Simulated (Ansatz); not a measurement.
Base system: MgS in the rock salt structure (space group Fm-3m, No. 225; a = 5.230 Å).

Modification: 0.0358 electrons added to each cell, a density of 1.0×10^21 cm⁻³, with a uniform compensating background at fixed cell and a 300 K Fermi–Dirac width.

Method: Kohn–Sham DFT with the PBE functional, run in Ansatz (a first-principles code) with PAW and 420 eV plane waves, no spin-orbit coupling.

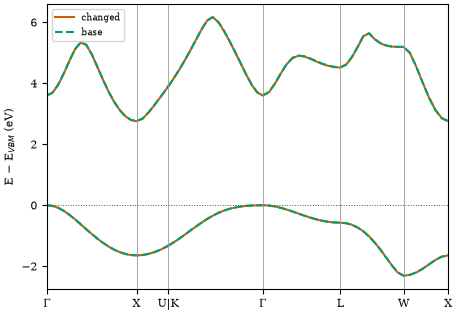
*Highest valence and lowest conduction band along the path, each from its own valence-band maximum*

The gap is 2.76 eV, indirect, Γ → X; the base has 2.76 eV.

Carriers are added with a uniform compensating background; total energy and stress of such cells depend on the potential's zero and are not compared; many-body gap narrowing is missing at this level. No phonon test of stability was made.
